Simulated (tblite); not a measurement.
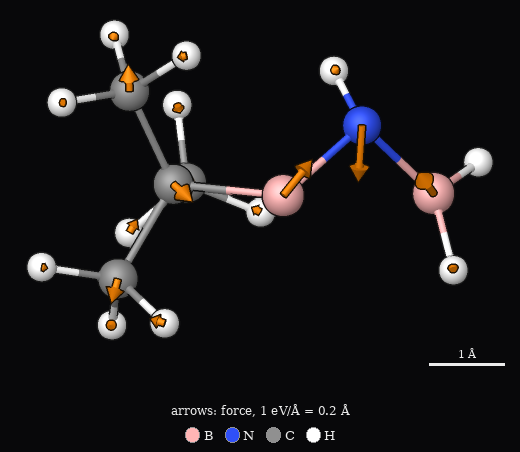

Starting geometry of C4H12B2N (multiplicity 2) with the computed forces as orange arrows. The picture is a ball-and-stick view, seen at a tilt.

These are results of GFN2-xTB geometry optimisation, gas phase in tblite 0.8.0, not measurements. 

> Is this structure relaxed? If not, where do the atoms go?

It isn't relaxed: the largest force vector, on the N atom, is 4.19 eV/Å. The final displacements have little in common with the starting forces (cosine between the two patterns 0.21). The energy falls by 163.7 kJ/mol in 136 geometry steps. An H atom moves most after the best rigid fit: 1.49 Å. By element the largest moves are H 1.49 Å, B 0.78 Å, N 0.69 Å, C 0.57 Å. Some distances before and after: B–N 1.546 → 1.407 Å, B–N 1.516 → 1.404 Å, C–C 1.495 → 1.539 Å, C–H 1.121 → 1.088 Å. Bond angles that change, for instance: B–N–B 104.7° → 128.7°, B–C–C 106.4° → 113.5°, N–B–C 116.2° → 123.0°. Groups turn about C–C by about 60°, C–C by about 50°, C–C by about 40°.
